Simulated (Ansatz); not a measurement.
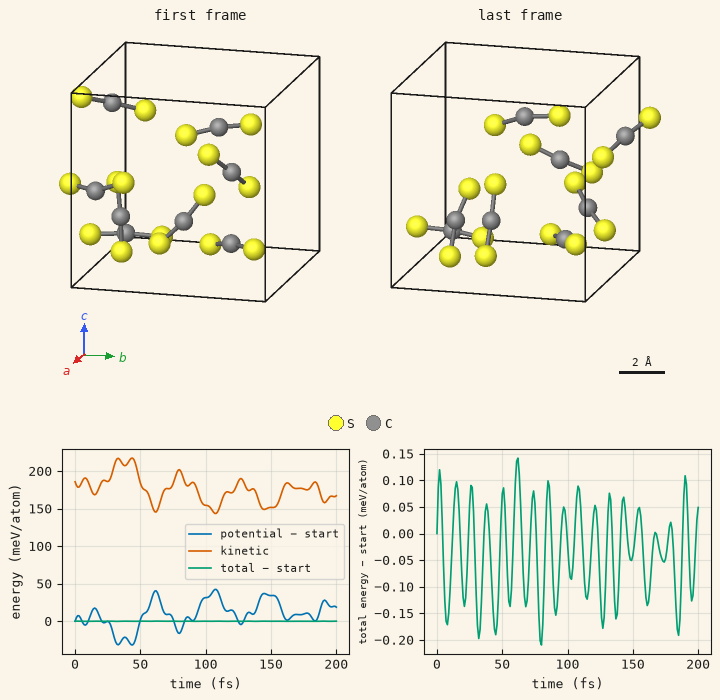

Molecular dynamics of a periodic cell with 8 CS2 at 1.405 g/cm³, 200 fs long. It starts from the last geometry of an earlier run, with fresh velocities. Style: ball-and-stick. Shown: the simulation cell, slightly off an axis.

All numbers below come from Ansatz, DFT PBE, scalar-relativistic, plane waves, PAW. Set-up: plane-wave cutoff 200 eV; k-point mesh 1 × 1 × 1; Fermi-Dirac smearing 0.02 eV; low-accuracy preset; constant energy (NVE); velocities drawn for 1500 K; time step 1 fs.

Q: Is this trajectory numerically sound?

A: The total energy stays between −0.21 and 0.14 meV per atom of its start. A straight-line fit has a slope that amounts to −0.0055 meV per atom over 200 fs (under 0.1 % of the mean kinetic energy), and the ripple about it is 0.5 % of the kinetic energy's fluctuation. With a drift under 2 % and a ripple under 7 %, the integration is accurate. The plane-wave cutoff is below what these potentials need, so energies and forces are off. Over the second half the temperature averages 1357 K (spread ±101 K). The potential energy in the second half lies on average 17.7 meV per atom above the first frame.

Limits of the set-up: the cutoff lies below the recommended one; the program's low-accuracy preset was used.

The run took about 4 core-minutes on a shared host.
